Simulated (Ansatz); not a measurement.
# CH6NPSi: from a rough start to a minimum

Aim: relax CH6NPSi from a cheap starting geometry, then compute its harmonic vibrations to see whether it is a minimum and to get the zero-point energy and entropy, and look at its orbitals and charge.

Method: RKS PBE0-D4/def2-TZVP; program: Ansatz 0.2.0, Gaussian basis.

Plan: relaxation at PBE-D4/def2-SVP; relaxation at PBE0-D4/def2-TZVP; harmonic vibrations at the same level; a single point in def2-TZVPP for the fields.

## 1. Where the work starts

SMILES `C=NP[SiH3]`, 10 atoms, charge 0, spin multiplicity 1.

Atoms are counted from 1 here; the program's logs count them from 0.

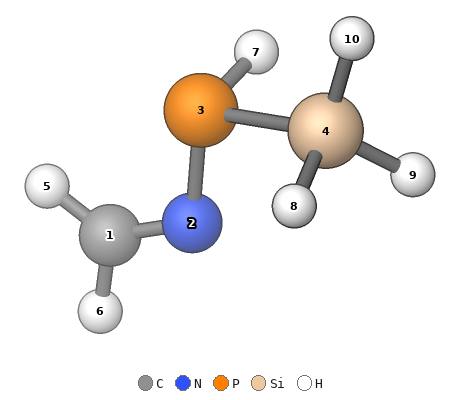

The starting geometry (carbon grey, nitrogen blue, phosphorus orange, silicon light orange, hydrogen white); atoms are numbered from 1 in the order of the file.

The start is a force-field geometry with small random shifts, so a cheaper pass at PBE-D4/def2-SVP comes first.

## 2. Relaxation at PBE-D4/def2-SVP (cheap first pass)

in.yaml

```yaml
crystal:
  periodic: [false, false, false]
  atoms:
    - {symbol: C, position_ang: [-0.427900, 2.184100, 0.605500]}
    - {symbol: N, position_ang: [-0.529000, 1.073500, 0.019500]}
    - {symbol: P, position_ang: [0.802500, 0.030100, 0.267700]}
    - {symbol: Si, position_ang: [0.075500, -1.947000, -0.326800]}
    - {symbol: H, position_ang: [0.362900, 2.569100, 1.207300]}
    - {symbol: H, position_ang: [-1.313000, 2.949800, 0.460600]}
    - {symbol: H, position_ang: [1.560200, 0.275200, -0.921100]}
    - {symbol: H, position_ang: [-0.970300, -2.393700, 0.661700]}
    - {symbol: H, position_ang: [-0.598000, -1.855600, -1.636400]}
    - {symbol: H, position_ang: [1.120300, -2.936500, -0.335300]}
basis:
  gaussian: {orbitals: def2-SVP}
hamiltonian: {xc: pbe, dispersion: d4}
relax: {f_tol: 0.03, max_steps: 200}
```

Launch:

```
$ ansatz run in.yaml --threads 2 --pin off --events-out ev --progress --plain --max-ram 4352MiB
```

The program printed (excerpt; [...] marks lines left out):

```text
Functional definition: PBE
  name "PBE"
  cite "Perdew, Burke & Ernzerhof, Phys. Rev. Lett. 77, 3865 (1996) doi:10.1103/PhysRevLett.77.3865"
  parent pbe
[...]
1081 factors; their error is unknown
[...]
mean field -19770.46268452 eV, -726.5511027551 hartree, gradient 4.7e-5 eV, S^2 0.000000; 0 other end points of the search recorded, 0 dependent functions left out
[...]
reference -19770.46271943 eV, -726.5511040382 hartree; 24, 24 occupied and 70, 70 virtual orbitals, 1081 factors
relax step   1: F+E_penalty+E_count = -19770.68716817 eV  Δ(F+E_penalty+E_count) = +0.000e0 eV  max|allowed force component| = 3.201e0 eV/Å  Δτ_max = 0.0000 Å  (26 SCF iters, accepted)
[...]
relax step  12: F+E_penalty+E_count = -19771.11356663 eV  Δ(F+E_penalty+E_count) = -8.884e-4 eV  max|allowed force component| = 1.094e-1 eV/Å  Δτ_max = 0.0543 Å  (29 SCF iters, accepted)
[...]
relax step  23: F+E_penalty+E_count = -19771.16465926 eV  Δ(F+E_penalty+E_count) = +7.683e-4 eV  max|allowed force component| = 3.006e-1 eV/Å  Δτ_max = 0.0950 Å  (29 SCF iters, rejected (line search))
[...]
relax step  34: F+E_penalty+E_count = -19771.19474919 eV  Δ(F+E_penalty+E_count) = -1.935e-3 eV  max|allowed force component| = 2.764e-1 eV/Å  Δτ_max = 0.0359 Å  (30 SCF iters, accepted)
[...]
relax step  45: F+E_penalty+E_count = -19771.21330100 eV  Δ(F+E_penalty+E_count) = -6.916e-4 eV  max|allowed force component| = 3.278e-2 eV/Å  Δτ_max = 0.0155 Å  (31 SCF iters, accepted)
[...]
relax step  46: F+E_penalty+E_count = -19771.21360910 eV  Δ(F+E_penalty+E_count) = -3.081e-4 eV  max|allowed force component| = 2.886e-2 eV/Å  Δτ_max = 0.0326 Å  (30 SCF iters, accepted)
1081 factors; their error is unknown
[...]
mean field -19770.97982631 eV, -726.5701073655 hartree, gradient 1.2e-5 eV, S^2 0.000000; 1 other end points of the search recorded, 0 dependent functions left out
[...]
reference -19770.97985987 eV, -726.5701085989 hartree; 24, 24 occupied and 70, 70 virtual orbitals, 1081 factors
Total energy: -19771.21364267 eV, -726.5786999580 hartree
Atom 0 at    -0.616235     1.802173     0.457474 Å, force     0.005093    -0.023969     0.000726 eV/Å
Atom 1 at     0.445455     1.599205    -0.225898 Å, force    -0.024115     0.026809     0.009031 eV/Å
Atom 2 at     1.471022     0.198211    -0.056882 Å, force     0.008467     0.003462     0.006021 eV/Å
Atom 3 at     0.028323    -1.584724    -0.070432 Å, force    -0.018310    -0.020943     0.002633 eV/Å
Atom 4 at    -1.085196     1.069150     1.162296 Å, force     0.009979     0.028862    -0.017449 eV/Å
Atom 5 at    -1.137751     2.778737     0.356791 Å, force     0.009551    -0.024146     0.001322 eV/Å
Atom 6 at     1.814256     0.067928    -1.447627 Å, force    -0.000858    -0.002056     0.000524 eV/Å
Atom 7 at    -0.599218    -1.738807     1.289089 Å, force     0.008346    -0.000609    -0.010794 eV/Å
Atom 8 at    -1.070089    -1.422069    -1.088741 Å, force     0.005242     0.004422     0.006755 eV/Å
Atom 9 at     0.832633    -2.820804    -0.373370 Å, force    -0.003394     0.008168     0.001231 eV/Å
Dipole moment:    -0.222081    -0.123738     0.066927 e Å
```

It took 5 min on 2 threads of AMD EPYC, shared host.

Relaxation path: (not every step is listed) (the energy doesn't fall at every step)

| step | energy from step 1 (eV) | largest force component (eV/Å) |
| --- | --- | --- |
| 1 | 0.0000 | 3.2014 |
| 2 | -0.3134 | 1.6391 |
| 3 | -0.3830 | 0.8869 |
| 4 | -0.2949 | 1.2063 |
| 5 | -0.4108 | 0.4306 |
| 6 | -0.4183 | 0.3630 |
| 7 | -0.4158 | 0.2149 |
| 8 | -0.4235 | 0.0904 |
| 9 | -0.4227 | 0.1198 |
| 12 | -0.4264 | 0.1094 |
| 15 | -0.4306 | 0.7309 |
| 18 | -0.4507 | 0.3071 |
| 21 | -0.4636 | 0.3867 |
| 24 | -0.4812 | 0.0412 |
| 27 | -0.4903 | 0.3060 |
| 30 | -0.4917 | 0.4669 |
| 33 | -0.5056 | 0.3680 |
| 36 | -0.5121 | 0.2965 |
| 39 | -0.5220 | 0.1527 |
| 41 | -0.5241 | 0.1233 |
| 42 | -0.5247 | 0.0851 |
| 43 | -0.5252 | 0.1213 |
| 44 | -0.5254 | 0.0761 |
| 45 | -0.5261 | 0.0328 |
| 46 | -0.5264 | 0.0289 |

Distances of close pairs at the start and the end, largest changes first:

| bond | before (Å) | after (Å) | change (Å) |
| --- | --- | --- | --- |
| P3–Si4 | 2.189 | 2.294 | +0.105 |
| C1–H6 | 1.179 | 1.112 | -0.068 |
| Si4–H10 | 1.439 | 1.506 | +0.066 |
| C1–H5 | 1.066 | 1.120 | +0.054 |
| N2–P3 | 1.710 | 1.744 | +0.035 |
| Si4–H9 | 1.475 | 1.507 | +0.031 |
| C1–N2 | 1.260 | 1.279 | +0.019 |
| P3–H7 | 1.431 | 1.438 | +0.008 |

## 3. Geometry optimisation, PBE0-D4/def2-TZVP

in.yaml

```yaml
crystal:
  periodic: [false, false, false]
  atoms:
    - {symbol: C, position_ang: [-0.616235, 1.802173, 0.457474]}
    - {symbol: N, position_ang: [0.445455, 1.599205, -0.225898]}
    - {symbol: P, position_ang: [1.471022, 0.198211, -0.056882]}
    - {symbol: Si, position_ang: [0.028323, -1.584724, -0.070432]}
    - {symbol: H, position_ang: [-1.085196, 1.069150, 1.162296]}
    - {symbol: H, position_ang: [-1.137751, 2.778737, 0.356791]}
    - {symbol: H, position_ang: [1.814256, 0.067928, -1.447627]}
    - {symbol: H, position_ang: [-0.599218, -1.738807, 1.289089]}
    - {symbol: H, position_ang: [-1.070089, -1.422069, -1.088741]}
    - {symbol: H, position_ang: [0.832633, -2.820804, -0.373370]}
basis:
  gaussian: {orbitals: def2-TZVP}
hamiltonian: {xc: pbe0, dispersion: d4}
relax: {f_tol: 0.005, max_steps: 150}
```

Launched as before.

The program printed (excerpt; [...] marks lines left out):

```text
Functional definition: PBE0
  name "PBE0"
  cite "Adamo & Barone, J. Chem. Phys. 110, 6158 (1999) doi:10.1063/1.478522"
  cite "Perdew, Burke & Ernzerhof, Phys. Rev. Lett. 77, 3865 (1996) doi:10.1103/PhysRevLett.77.3865"
  parent pbe
[...]
1149 factors; their error is unknown
[...]
mean field -19781.68766069 eV, -726.9636130210 hartree, gradient 6.6e-5 eV, S^2 0.000000; 0 other end points of the search recorded, 0 dependent functions left out
[...]
reference -19781.68769382 eV, -726.9636142383 hartree; 24, 24 occupied and 148, 148 virtual orbitals, 1149 factors
relax step   1: F+E_penalty+E_count = -19781.88590703 eV  Δ(F+E_penalty+E_count) = +0.000e0 eV  max|allowed force component| = 7.322e-1 eV/Å  Δτ_max = 0.0000 Å  (29 SCF iters, accepted)
[...]
Atom 0 at    -0.607815     1.776341     0.451081 Å, force     0.000227     0.004214    -0.000160 eV/Å
Atom 1 at     0.431556     1.573562    -0.233779 Å, force    -0.001557    -0.001909    -0.001284 eV/Å
Atom 2 at     1.446145     0.199723    -0.052960 Å, force     0.001098    -0.000522     0.001212 eV/Å
Atom 3 at     0.021583    -1.561031    -0.069694 Å, force     0.000535     0.000097    -0.000113 eV/Å
Atom 4 at    -1.034345     1.062945     1.169540 Å, force    -0.000409    -0.001976    -0.000182 eV/Å
Atom 5 at    -1.138697     2.723585     0.337326 Å, force     0.000368     0.000212     0.000540 eV/Å
Atom 6 at     1.802233     0.062359    -1.417972 Å, force     0.000054     0.000465    -0.000336 eV/Å
Atom 7 at    -0.602007    -1.720484     1.270549 Å, force    -0.000183    -0.000392     0.000608 eV/Å
Atom 8 at    -1.059556    -1.392950    -1.077542 Å, force    -0.000297     0.000211    -0.000164 eV/Å
Atom 9 at     0.824103    -2.775050    -0.373848 Å, force     0.000163    -0.000399    -0.000122 eV/Å
Dipole moment:    -0.260860    -0.101843     0.090435 e Å
```

It took 2.6 min on 2 threads of AMD EPYC, shared host; peak memory 0.4 GiB.

Relaxation path: (the energy doesn't fall at every step)

| step | energy from step 1 (eV) | largest force component (eV/Å) |
| --- | --- | --- |
| 1 | 0.0000 | 0.7322 |
| 2 | -0.0493 | 0.2237 |
| 3 | -0.0435 | 0.4051 |
| 4 | -0.0545 | 0.0729 |
| 5 | -0.0551 | 0.0300 |
| 6 | -0.0551 | 0.0110 |
| 7 | -0.0551 | 0.0055 |
| 8 | -0.0551 | 0.0042 |

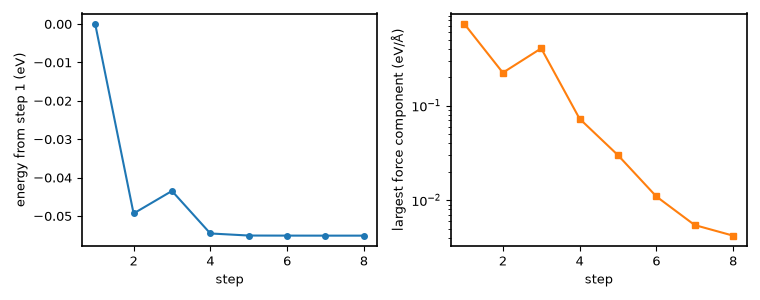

Energy and force, step by step.

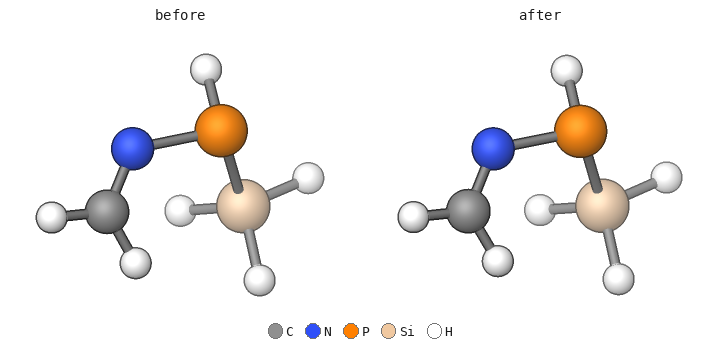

Before and after, at one scale.

Close pairs (by a distance rule), those that changed most:

| bond | before (Å) | after (Å) | change (Å) |
| --- | --- | --- | --- |
| P3–Si4 | 2.294 | 2.265 | -0.029 |
| N2–P3 | 1.744 | 1.717 | -0.027 |
| C1–H5 | 1.120 | 1.099 | -0.021 |
| P3–H7 | 1.438 | 1.417 | -0.021 |
| C1–H6 | 1.112 | 1.092 | -0.020 |
| Si4–H9 | 1.507 | 1.488 | -0.019 |
| Si4–H10 | 1.506 | 1.487 | -0.019 |
| Si4–H8 | 1.505 | 1.487 | -0.018 |

Mulliken charges at the end point, from the run's report:

| atom | value (e) |
| --- | --- |
| C1 | -0.14 |
| N2 | -0.22 |
| P3 | 0.01 |
| Si4 | 0.05 |
| H5 | 0.11 |
| H6 | 0.13 |
| H7 | 0.08 |
| H8 | -0.01 |
| H9 | 0.00 |
| H10 | -0.01 |

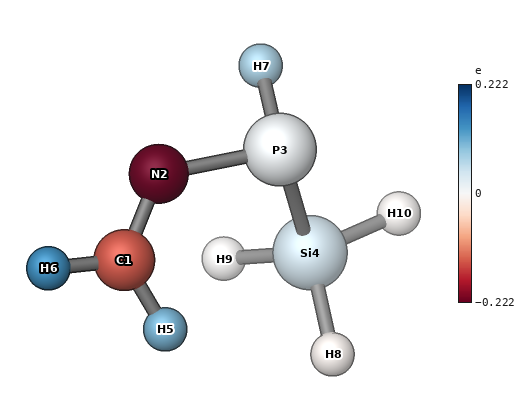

Mulliken charges at the end point, from the run's report, as colours on the atoms.

## 4. Vibrations by finite differences

in.yaml

```yaml
crystal:
  periodic: [false, false, false]
  atoms:
    - {symbol: C, position_ang: [-0.607815, 1.776341, 0.451081]}
    - {symbol: N, position_ang: [0.431556, 1.573562, -0.233779]}
    - {symbol: P, position_ang: [1.446145, 0.199723, -0.052960]}
    - {symbol: Si, position_ang: [0.021583, -1.561031, -0.069694]}
    - {symbol: H, position_ang: [-1.034345, 1.062945, 1.169540]}
    - {symbol: H, position_ang: [-1.138697, 2.723585, 0.337326]}
    - {symbol: H, position_ang: [1.802233, 0.062359, -1.417972]}
    - {symbol: H, position_ang: [-0.602007, -1.720484, 1.270549]}
    - {symbol: H, position_ang: [-1.059556, -1.392950, -1.077542]}
    - {symbol: H, position_ang: [0.824103, -2.775050, -0.373848]}
basis:
  gaussian: {orbitals: def2-TZVP}
hamiltonian: {xc: pbe0, dispersion: d4}
phonons: {temperatures: {t_min: 298.15, t_max: 900, t_step: 200}}
```

The command is unchanged.

The program printed (excerpt; [...] marks lines left out):

```text
Functional definition: PBE0
  name "PBE0"
  cite "Adamo & Barone, J. Chem. Phys. 110, 6158 (1999) doi:10.1063/1.478522"
  cite "Perdew, Burke & Ernzerhof, Phys. Rev. Lett. 77, 3865 (1996) doi:10.1103/PhysRevLett.77.3865"
  parent pbe
[...]
1149 factors; their error is unknown
[...]
mean field -19781.74047551 eV, -726.9655539298 hartree, gradient 7.0e-5 eV, S^2 0.000000; 0 other end points of the search recorded, 0 dependent functions left out
[...]
reference -19781.74050834 eV, -726.9655551362 hartree; 24, 24 occupied and 148, 148 virtual orbitals, 1149 factors
[...]
1149 factors; their error is unknown
mean field -19781.74025301 eV, -726.9655457530 hartree, gradient 2.5e-6 eV, S^2 0.000000; 0 other end points of the search recorded, 0 dependent functions left out
[...]
reference -19781.74028585 eV, -726.9655469600 hartree; 24, 24 occupied and 148, 148 virtual orbitals, 1149 factors
[...]
Atom 2 at     1.446145     0.199723    -0.052960 Å, force     0.001106    -0.000516     0.001196 eV/Å
Atom 3 at     0.021583    -1.561031    -0.069694 Å, force     0.000520     0.000103    -0.000118 eV/Å
Atom 4 at    -1.034345     1.062945     1.169540 Å, force    -0.000410    -0.001984    -0.000182 eV/Å
Atom 5 at    -1.138697     2.723585     0.337326 Å, force     0.000366     0.000220     0.000540 eV/Å
Atom 6 at     1.802233     0.062359    -1.417972 Å, force     0.000050     0.000463    -0.000324 eV/Å
Atom 7 at    -0.602007    -1.720484     1.270549 Å, force    -0.000184    -0.000391     0.000611 eV/Å
Atom 8 at    -1.059556    -1.392950    -1.077542 Å, force    -0.000291     0.000212    -0.000160 eV/Å
Atom 9 at     0.824103    -2.775050    -0.373848 Å, force     0.000170    -0.000408    -0.000124 eV/Å
Dipole moment:    -0.260858    -0.101844     0.090434 e Å
Vibrations: 75.35 126.96 140.59 330.62 428.71 464.47 554.03 632.64 684.16 747.77 877.98 926.17 936.45 955.59 1066.84 1202.33 1501.09 1726.57 2214.02 2227.01 2231.80 2412.65 3006.17 3121.98 cm⁻¹, zero-point energy 1.772475 eV
```

Wall time 5.7 min (2 threads of AMD EPYC, shared host); peak memory 0.47 GiB.

Motions are named by where the mode's potential energy lies. Wavenumbers, unscaled:

| mode | cm⁻¹ | motion |
| --- | --- | --- |
| 1 | 75 | torsion |
| 2 | 127 | bend with torsion |
| 3 | 141 | bend with torsion |
| 4 | 331 | bend |
| 5 | 429 | Si–P stretch |
| 6 | 464 | bend |
| 7 | 554 | bend with torsion |
| 8 | 633 | torsion with P–N stretch |
| 9 | 684 | P–N stretch with torsion |
| 10 | 748 | bend with torsion |
| 11 | 878 | bend |
| 12 | 926 | bend with torsion |
| 13 | 936 | bend with torsion |
| 14 | 956 | bend with torsion |
| 15 | 1067 | out-of-plane bend with torsion |
| 16 | 1202 | bend |
| 17 | 1501 | bend |
| 18 | 1727 | C–N stretch |
| 19 | 2214 | Si–H stretch |
| 20 | 2227 | Si–H stretch |
| 21 | 2232 | Si–H stretch |
| 22 | 2413 | P–H stretch |
| 23 | 3006 | C–H stretch |
| 24 | 3122 | C–H stretch |

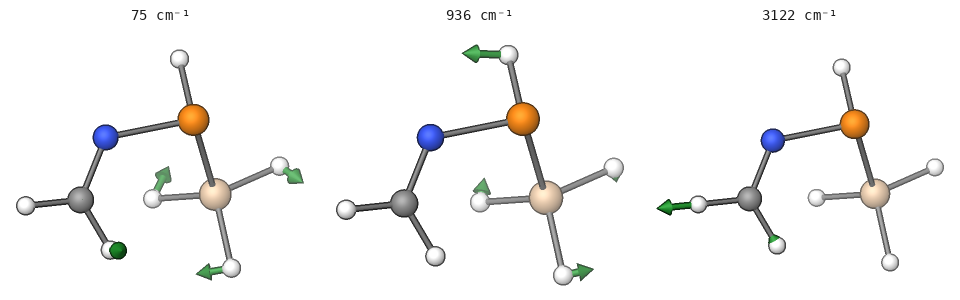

Displacements of 3 modes, as arrows.

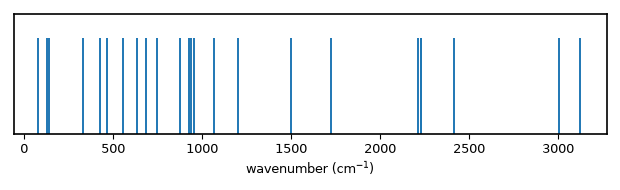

The harmonic wavenumbers as sticks (no intensities were computed).

From these modes and the moments of inertia (298.15 K, 1 bar, symmetry number 1):

| term | value |
| --- | --- |
| zero-point energy | 171.0 kJ/mol |
| H(298) − E | 191.0 kJ/mol |
| entropy, translation | 165.1 J/(mol K) |
| entropy, rotation | 110.0 J/(mol K) |
| entropy, vibration | 62.0 J/(mol K) |
| entropy, total | 337.2 J/(mol K) |

## 5. Orbitals, density and potential

Changes to in.yaml since step 4:

```diff
@@ -14,4 +14,4 @@
 basis:
-  gaussian: {orbitals: def2-TZVP}
+  gaussian: {orbitals: def2-TZVPP}
 hamiltonian: {xc: pbe0, dispersion: d4}
-phonons: {temperatures: {t_min: 298.15, t_max: 900, t_step: 200}}
+output: {orbitals: {seedname: orbitals}}
```

The command is unchanged.

The program printed:

```text
Functional definition: PBE0
  name "PBE0"
  cite "Adamo & Barone, J. Chem. Phys. 110, 6158 (1999) doi:10.1063/1.478522"
  cite "Perdew, Burke & Ernzerhof, Phys. Rev. Lett. 77, 3865 (1996) doi:10.1103/PhysRevLett.77.3865"
  parent pbe
  parameter a = 0.25
  parameter kappa = 0.804
  parameter beta = 0.06672455060314922
  exchange = (1 - a)*pbe_x(kappa = kappa, mu = beta*pi^2/3) + a*exact_x
  correlation = pbe_c(beta = beta)
1280 factors; their error is unknown
mean field evaluation 1: about -19776.6516 eV, gradient 4.8e1 eV
mean field evaluation 2: about -19767.7100 eV, gradient 7.6e1 eV
mean field evaluation 4: about -19781.6368 eV, gradient 7.5e0 eV
mean field evaluation 8: about -19781.7587 eV, gradient 2.4e-1 eV
mean field evaluation 16: about -19781.7797 eV, gradient 2.6e-4 eV
mean field -19781.77969992 eV, -726.9669954003 hartree, gradient 4.9e-5 eV, S^2 0.000000; 0 other end points of the search recorded, 0 dependent functions left out
reference -19781.77973284 eV, -726.9669966100 hartree; 24, 24 occupied and 206, 206 virtual orbitals, 1280 factors
Total energy: -19781.98024831 eV, -726.9743654176 hartree
```

Run time: 19 s. Hardware: 2 threads of AMD EPYC, shared host; peak memory 0.51 GiB.

The fields below are evaluated on a grid from the run's orbitals.

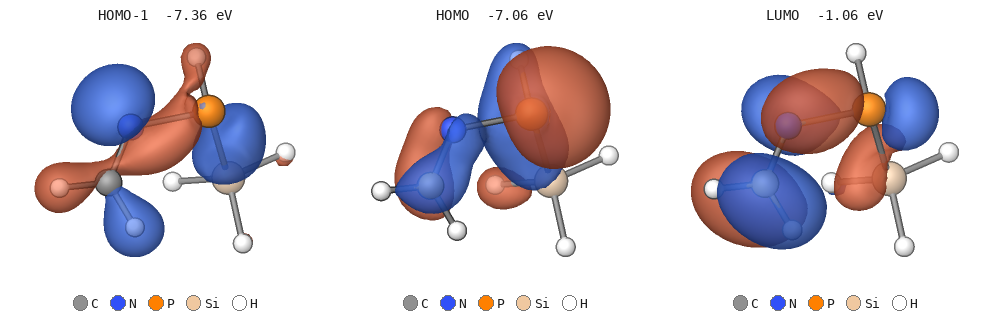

Frontier orbitals at PBE0-D4/def2-TZVPP; each surface holds 70 % of the orbital's density, blue and red mark the sign.

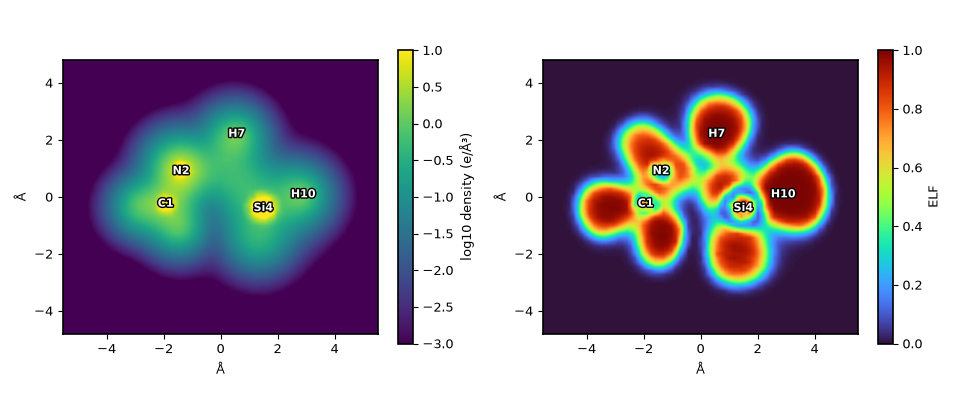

Density (left) and ELF (right) in a plane through or near 5 of the atoms.

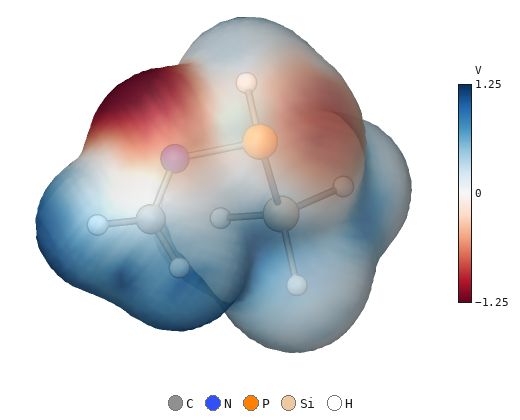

Electrostatic potential on the surface of density 0.002 e/bohr³; red is low, blue high. It runs, from the 1st to the 99th percentile, from -1.25 V near N2 to 1.04 V near H6.

## 6. What came out

```
                  quantity            value
               point group               C1
                     steps           46 + 8
shift from the start (rms)          0.922 Å
              total energy   -19781.9410 eV
           dispersion term         -201 meV
             dipole moment           1.41 D
lowest, highest wavenumber    75, 3122 cm⁻¹
         zero-point energy     171.0 kJ/mol
       entropy at 298.15 K  337.2 J/(mol K)
                HOMO, LUMO  -7.06, -1.06 eV
```

The relaxed geometry lies 0.92 Å (rms) from the start; the bond that changed most is C1–H6, from 1.179 to 1.092 Å. All wavenumbers are real, so the end point is a minimum. The stiffest mode, 3122 cm⁻¹, is a C–H stretch, and 3 modes under 200 cm⁻¹ make the vibrational entropy uncertain. Harmonic hybrid wavenumbers usually lie a few per cent above measured fundamentals. The largest Mulliken charge, -0.22 e, sits on N2. The HOMO lies mostly on P3 56 %; C1 11 % and the LUMO on N2 30 %; C1 29 %.
